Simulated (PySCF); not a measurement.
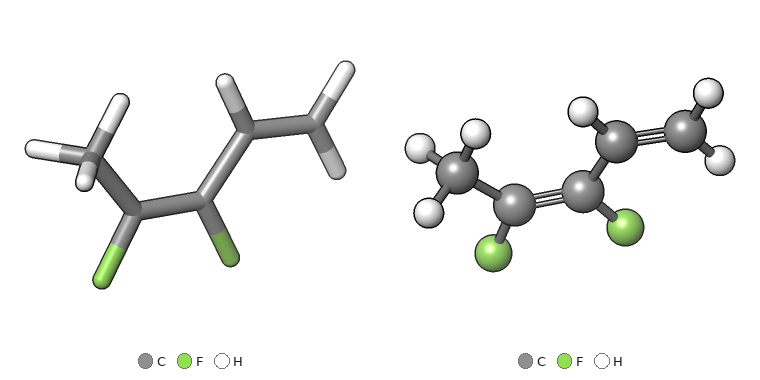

Two views of one molecule.

Question: What is the molecular formula?

Answer: C5H6F2, 13 atoms: 5 carbon, 6 hydrogen and 2 fluorine.

Question: What is its SMILES?

Answer: C=C/C(F)=C(\C)F

Question: Does it have rings?

Answer: It has no ring.

Question: Count the bonded pairs by element.

Answer: 6 C–H, 4 C–C, 2 C–F.

Question: Name functional groups in it.

Answer: Among them: alkene, C–F bond.

More results for the same structure follow; atom numbers are the same in all pictures, views and colours differ. The geometry was computed by an optimisation with PBE0-D3(BJ)/def2-SVP. No frequency run is at hand to confirm it as a minimum.

**Symmetry**

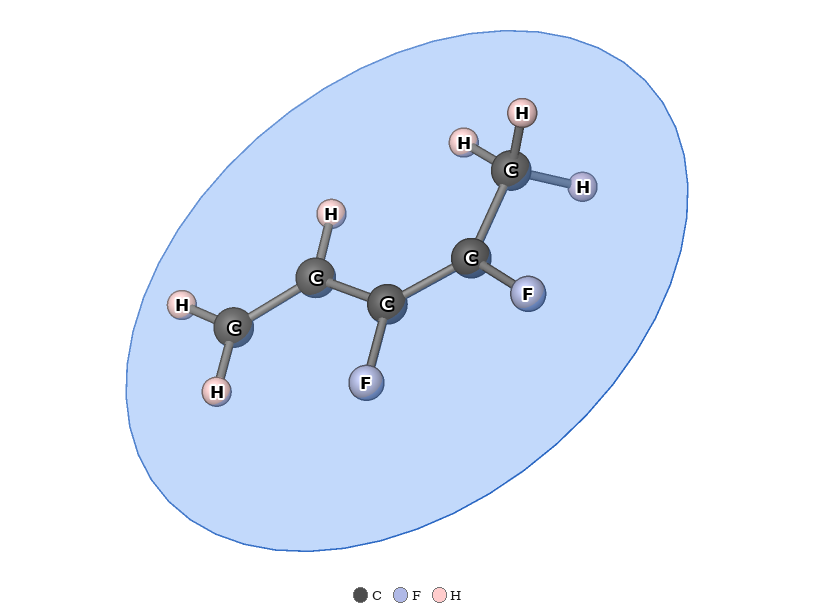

All proper rotation axes (lines) and mirror planes (discs) of the structure are drawn in. Distant atoms are faded towards the background colour. No frequency run is at hand to confirm it as a minimum.

Question: Name the symmetry elements and the point group.

Answer: It has 1 mirror plane. Point group Cs. The group has 2 operations. The geometry is achiral, and symmetry allows a dipole moment.

**NMR shielding**

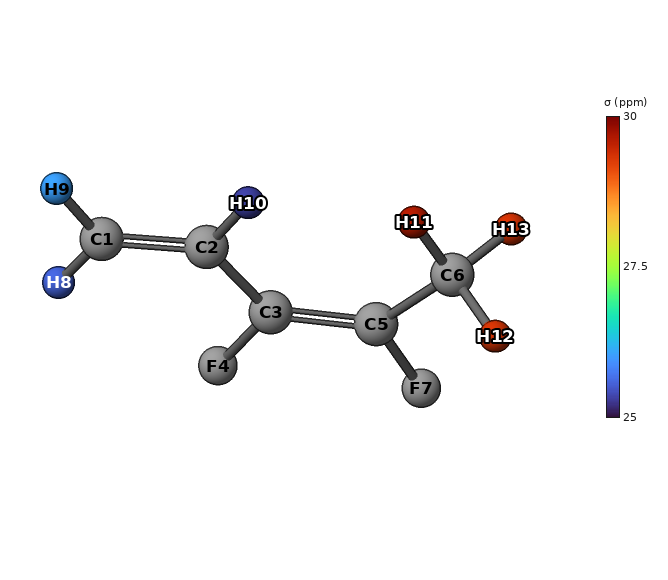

Atoms are coloured by their isotropic NMR shieldings (H only, the others grey). No frequency run is at hand to confirm it as a minimum. Method: GIAO BHandHLYP/pcSseg-1 NMR shielding, non-relativistic, gas phase (PySCF 2.14.0).

List the isotropic NMR shieldings of the H atoms.

| atom | σ (ppm) |
| --- | --- |
| H8 | 25.60 |
| H9 | 26.04 |
| H10 | 25.34 |
| H11 | 29.60 |
| H12 | 29.31 |
| H13 | 29.32 |

**Bond orders**

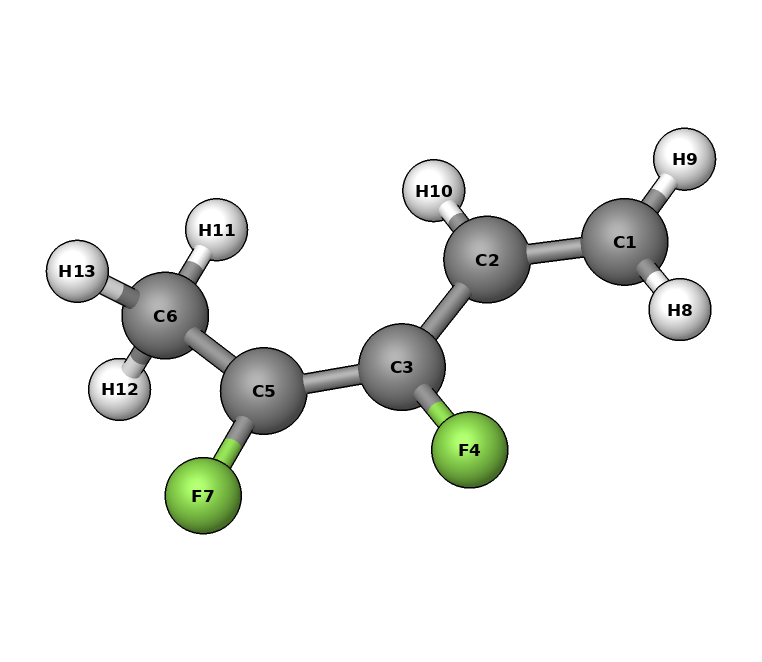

Every bond is drawn as one stick. No frequency run is at hand to confirm it as a minimum. Method: PBE0/STO-3G (PySCF 2.14.0).

Question: Which bond has the highest Mayer bond order?

Answer: C1–C2, 1.87, at a length of 1.340 Å.

List the Mayer bond orders of C1–C2, C1–H8, C1–H9, C2–C3, C2–H10, C3–F4, C3–C5, C5–C6, C5–F7, C6–H11, C6–H12 (one bond of each equivalent set).

```csv
bond,Mayer order,length (Å)
C1–C2,1.87,1.340
C1–H8,0.97,1.092
C1–H9,0.97,1.091
C2–C3,1.08,1.448
C2–H10,0.96,1.093
C3–F4,1.05,1.337
C3–C5,1.59,1.347
C5–C6,1.01,1.481
C5–F7,1.06,1.335
C6–H11,0.97,1.096
C6–H12,0.96,1.102
```

**Charges**

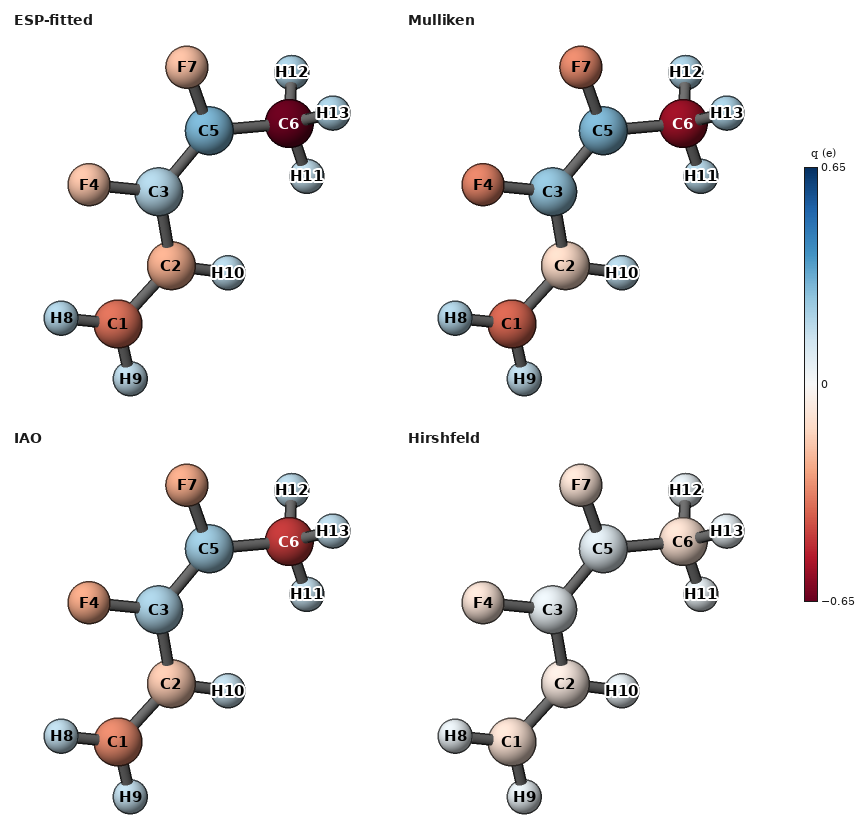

Atomic charges of one calculation by 4 schemes, on one colour scale. No frequency run is at hand to confirm it as a minimum. Method: PBE0/6-31G (PySCF 2.14.0).

Question: On which atom do the schemes disagree most?

Answer: On C6 (from −0.64 to −0.10 e).

List the charges (e), one line for each set of equivalent atoms.

| atom | ESP-fitted | Mulliken | IAO | Hirshfeld |
| --- | --- | --- | --- | --- |
| C1 | −0.35 | −0.37 | −0.31 | −0.09 |
| C2 | −0.23 | −0.13 | −0.17 | −0.06 |
| C3 | 0.19 | 0.25 | 0.21 | 0.05 |
| F4 | −0.19 | −0.32 | −0.25 | −0.08 |
| C5 | 0.29 | 0.28 | 0.23 | 0.07 |
| C6 | −0.64 | −0.55 | −0.46 | −0.10 |
| F7 | −0.20 | −0.31 | −0.24 | −0.09 |
| H8 | 0.19 | 0.19 | 0.17 | 0.05 |
| H9 | 0.17 | 0.17 | 0.16 | 0.05 |
| H10 | 0.18 | 0.18 | 0.15 | 0.05 |
| H11 | 0.17 | 0.19 | 0.16 | 0.05 |
| H12, H13 | 0.21 | 0.21 | 0.17 | 0.05 |

Mulliken values depend strongly on the basis set and can even reverse the polarity of a bond.
